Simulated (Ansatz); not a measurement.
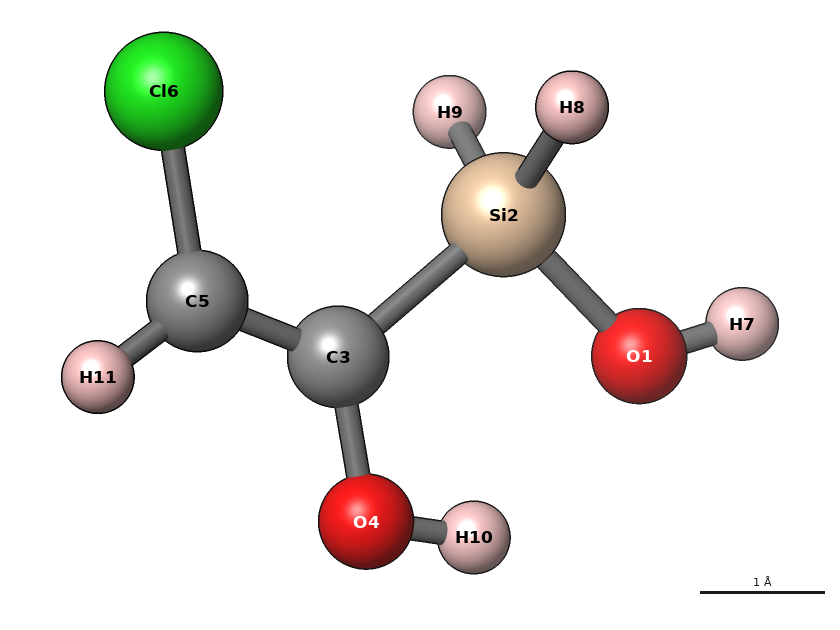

The computed structure is the end point of a PBE0-D4/def2-TZVP optimisation. No frequency run is at hand to confirm it as a minimum.

Find the hydrogen bonds (donors O, N, F, S or Cl) and give their geometry.

| D–H···A | D–H (Å) | H···A (Å) | angle (°) | kind |
| --- | --- | --- | --- | --- |
| O4–H10···O1 | 0.97 | 2.09 | 128 | intramolecular |
